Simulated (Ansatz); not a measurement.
# BLYP/cc-pVDZ run of C5H6 (pent-3-en-1-yne)

What is the electronic atomisation energy of C5H6 (pent-3-en-1-yne) at BLYP/cc-pVDZ? 

The results are computed with Ansatz 0.2.0.

27 further runs of the same task are left out: 27 set aside as unsound or not needed.

### 1 The structure to begin with

C5H6 has 11 atoms, charge 0, and is taken as a singlet. SMILES: `C#C/C=C/C`. Geometry: relaxed at PBE0-D4/def2-TZVP.

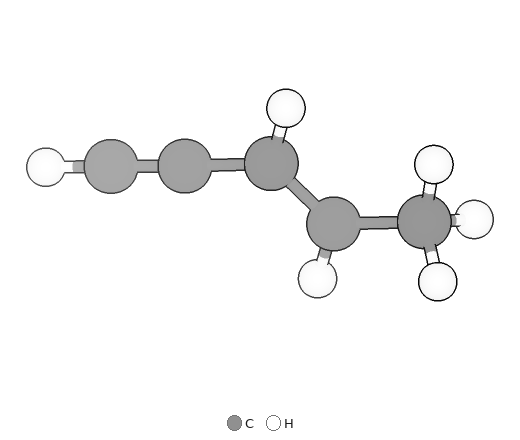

The structure, seen from a chosen angle (carbon grey, hydrogen white).

### 2 The energy at BLYP/cc-pVDZ

molecule.yaml reads:

```yaml
crystal:
  periodic: [false, false, false]
  atoms:
    - {symbol: C, position_ang: [-1.516600, 1.700600, 2.003600]}
    - {symbol: C, position_ang: [-0.739100, 1.143700, 1.272900]}
    - {symbol: C, position_ang: [0.204200, 0.511000, 0.426200]}
    - {symbol: C, position_ang: [-0.092900, -0.483100, -0.413900]}
    - {symbol: C, position_ang: [0.889700, -1.151100, -1.304600]}
    - {symbol: H, position_ang: [-2.210500, 2.187700, 2.646400]}
    - {symbol: H, position_ang: [1.227200, 0.877200, 0.483800]}
    - {symbol: H, position_ang: [-1.121000, -0.834000, -0.456000]}
    - {symbol: H, position_ang: [1.889700, -0.729500, -1.189400]}
    - {symbol: H, position_ang: [0.593600, -1.055200, -2.354300]}
    - {symbol: H, position_ang: [0.941200, -2.224300, -1.094000]}
basis:
  gaussian:
    orbitals: cc-pVDZ
hamiltonian:
  xc: {name: BLYP}
accuracy: high
output: {orbitals: {seedname: orbitals}}
```

Started as:

```
$ ansatz run molecule.yaml --threads 1 --pin off --max-ram 3480MiB --events-out events.jsonl --progress --plain --runs-dir runs
```

Standard output:

```text
Warning: RAYON_NUM_THREADS=1 ignored (pool sized by the plan → 1); use --threads N
Functional definition: BLYP
  name "BLYP"
  parameter beta = 0.0042
  parameter a = 0.04918
  parameter b = 0.132
  parameter c = 0.2533
  parameter d = 0.349
  exchange = b88_x(beta = beta)
  correlation = lyp_c(a = a, b = b, c = c, d = d)
2328 factors; integrals over basis functions are off by at most 6.5e-9 eV
mean field evaluation 1: about -5266.5957 eV, gradient 6.3e1 eV
mean field evaluation 2: about -5258.9737 eV, gradient 8.2e1 eV
mean field evaluation 4: about -5277.7381 eV, gradient 9.7e0 eV
mean field evaluation 8: about -5277.9697 eV, gradient 3.8e-1 eV
mean field evaluation 16: about -5277.9700 eV, gradient 8.3e-6 eV
mean field -5277.97001855 eV, -193.9618206451 hartree, gradient 2.4e-8 eV, S^2 0.000000; 0 other end points of the search recorded, 0 dependent functions left out
reference -5277.97008108 eV, -193.9618229431 hartree; 18, 18 occupied and 82, 82 virtual orbitals, 2328 factors
Total energy: -5277.97008108 eV, -193.9618229431 hartree
```

Wall time 3.9 s (1 thread of Intel Xeon 6975P-C (Granite Rapids), shared host); peak memory 0.29 GiB.

### 3 The C atom

job.yaml reads:

```yaml
crystal:
  periodic: [false, false, false]
  atoms:
    - {symbol: C, position_ang: [0.000000, 0.000000, 0.000000]}
basis:
  gaussian:
    orbitals: cc-pVDZ
magnetization:
  spin_polarized: true
  initial_magnetization: 2
accuracy: high
hamiltonian:
  xc: {name: BLYP}
```

Started as:

```
$ ansatz run job.yaml --threads 1 --pin off --max-ram 3480MiB --events-out events.jsonl --progress --plain --runs-dir runs
```

Standard output (excerpt; [...] marks lines left out):

```text
Warning: RAYON_NUM_THREADS=1 ignored (pool sized by the plan → 1); use --threads N
[... 9 set-up lines as earlier in the session ...]
96 factors; integrals over basis functions are off by at most 2.2e-9 eV
mean field evaluation 1: about -1029.4462 eV, gradient 5.0e0 eV
mean field evaluation 2: about -1029.5571 eV, gradient 3.0e0 eV
mean field evaluation 4: about -1029.6201 eV, gradient 1.7e-1 eV
mean field evaluation 8: about -1029.6200 eV, gradient 2.0e-5 eV
mean field evaluation 16: about -1029.6199 eV, gradient 6.5e-2 eV
mean field evaluation 32: about -1029.6200 eV, gradient 2.5e-5 eV
mean field -1029.61996499 eV, -37.8378358120 hartree, gradient 2.9e-8 eV, S^2 2.002039; 5 other end points of the search recorded, 0 dependent functions left out
reference -1029.61999336 eV, -37.8378368544 hartree; 4, 2 occupied and 10, 12 virtual orbitals, 96 factors
Total energy: -1029.61999336 eV, -37.8378368544 hartree
```

It took 0.36 s on 1 thread of Intel Xeon 6975P-C (Granite Rapids), shared host.

### 4 The H atom, same level

molecule.yaml reads:

```yaml
basis:
  gaussian:
    orbitals: cc-pVDZ
crystal:
  periodic: [false, false, false]
  atoms:
    - {symbol: H, position_ang: [0.000000, 0.000000, 0.000000]}
magnetization:
  spin_polarized: true
  initial_magnetization: 1
hamiltonian:
  xc: {name: BLYP}
accuracy: high
```

Run the same way, it converges to -0.49640 Eh (log not shown).

### 5 Summary of results

Level: BLYP/cc-pVDZ.

| quantity | value |
| --- | --- |
| molecule: total energy | -193.96182 Eh |
| molecule: HOMO energy | -5.39 eV |
| molecule: LUMO energy | -1.19 eV |
| molecule: HOMO–LUMO gap | 4.20 eV |
| C atom: total energy | -37.83784 Eh |
| C atom: ⟨S²⟩ | 2.002 |
| H atom: total energy | -0.49640 Eh |
| H atom: ⟨S²⟩ | 0.750 |
| electronic atomisation energy | 48.823 eV |

In words: Taking the molecule apart into free atoms costs 48.82 eV (1126 kcal/mol), before zero-point energy and without spin-orbit coupling.
